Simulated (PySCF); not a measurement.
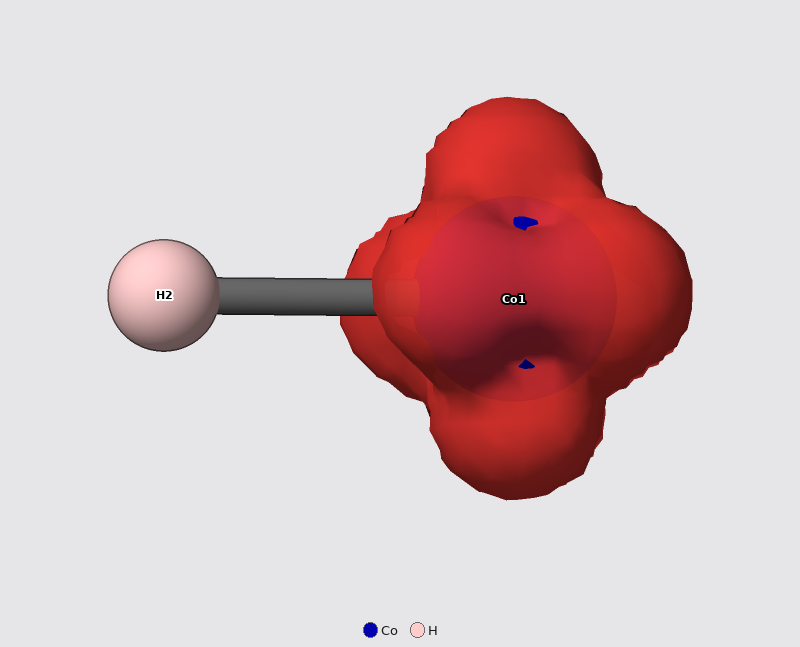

CoH (triplet). Isosurfaces of the spin density (α minus β) at +0.3 (red) and −0.3 e/Å³ (blue), seen from one side.

Level of theory: PBE0/def2-TZVPP, non-relativistic Hamiltonian with scalar-relativistic core potentials where named, at a bond length of 1.532 Å (PySCF 2.14.0).

```xyz
2

Co    0.0000    0.0000   -0.0258
H     0.0000    0.0000    1.5062
```

### Which atoms carry the spin?

The unpaired spin (2 electrons) lies mostly on Co1 (about 2.0), in electrons by Hirshfeld's partition. Only one sign reaches the isovalue.
